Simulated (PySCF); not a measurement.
**C₅H₁₃FOSi₂ (SMILES FCC1(OC[SiH3])C[SiH2]C1): density, localisation and related maps**

The calculation's input:

```
{"job": {"kind": "nmr", "xc": "PBE0", "basis": "pcSseg-1"}, "charge": 0, "multiplicity": 1}
F      0.736301     2.168542     0.923330
C      0.996100     1.638204    -0.319107
C      0.552642     0.177821    -0.442105
O     -0.838257     0.050270    -0.632393
C     -1.672930     0.560020     0.400119
Si    -3.341229    -0.308767     0.120653
C      1.278866    -0.478196    -1.637233
Si     2.451072    -1.410058    -0.452189
C      1.133106    -0.679073     0.714631
H      0.472395     2.262938    -1.049996
H      2.078356     1.710921    -0.461550
H     -1.253347     0.327135     1.384299
H     -1.742444     1.651948     0.332571
H     -4.300545     0.184429     1.112939
H     -3.141604    -1.749739     0.284366
H     -3.803962    -0.017271    -1.234536
H      0.580225    -1.121662    -2.166945
H      1.677249     0.236414    -2.353352
H      3.782385    -0.812871    -0.334580
H      2.508920    -2.863989    -0.571907
H      0.396072    -1.409169     1.045545
H      1.440216    -0.098464     1.581183
```

Run with:

```sh
OMP_NUM_THREADS=1 python probes_run.py task.json out
```

Geometry: GFN2-xTB.

Level of theory: PBE0/pcSseg-1, SCF density, gas phase, non-relativistic (PySCF).

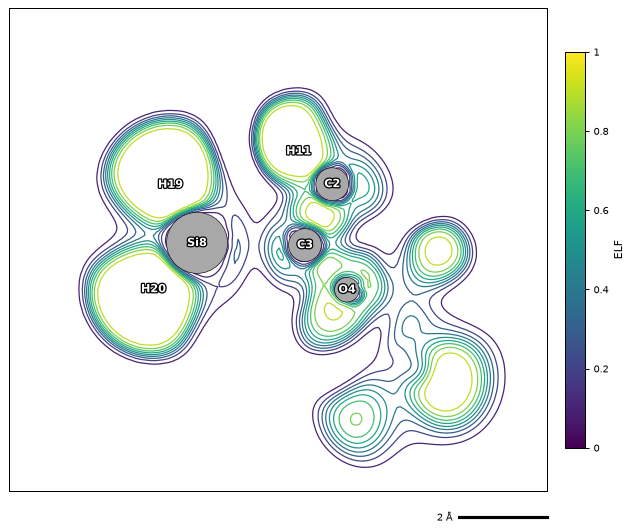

Figure 1. Electron localisation function on the plane of atoms H19, Si8 and H20. Grey discs cover the atomic cores.

Interpret the plot.

Answer. The plane passes through C, O, Si and H nuclei.
C–O (1.41 Å): the ELF peaks at about 0.90 between the atoms: a shared but strongly polarised pair.
C–C (1.53 Å): the ELF peaks at about 0.95 between the atoms; a covalent bond.
C–H (1.09 Å): the ELF climbs to about 1 towards the hydrogen, as it does in any bond to H (an ordinary covalent bond to hydrogen).
Si–H (1.46 Å): the ELF climbs to about 1 towards the hydrogen.
The ELF also peaks beside O4, away from the bonds: lone-pair regions.

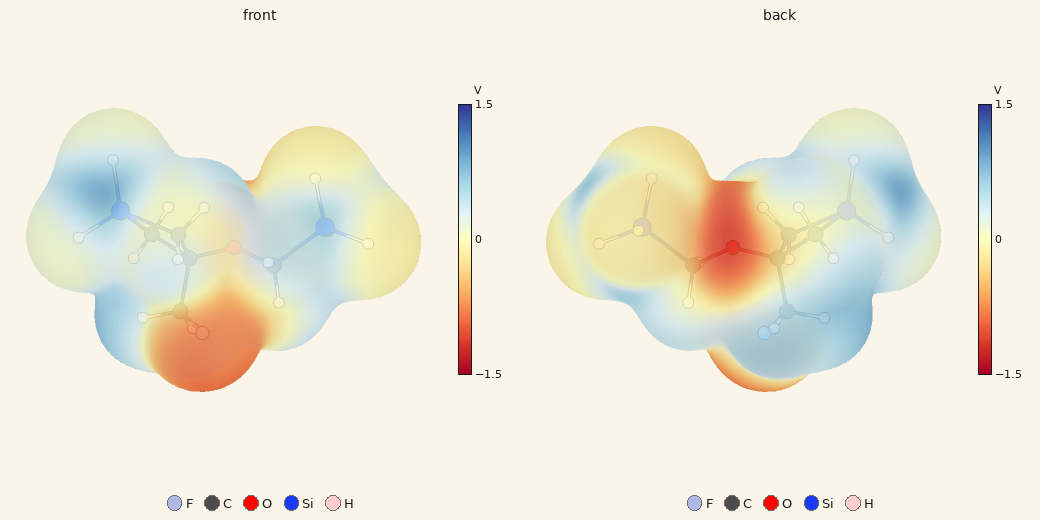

Figure 2. The molecular electrostatic potential painted on the density surface at 0.001 e/bohr³, seen from the front and from behind; the colour scale runs from red (negative) to blue (positive).

Which sites attract a positive test charge, and which a negative one?

Answer. A positive charge is drawn to the negative regions and a negative charge to the positive ones. The most negative region (about −1.1 V) lies over O4, the most positive (about +0.9 V) over Si8. O4 is the likeliest acceptor of a hydrogen bond.
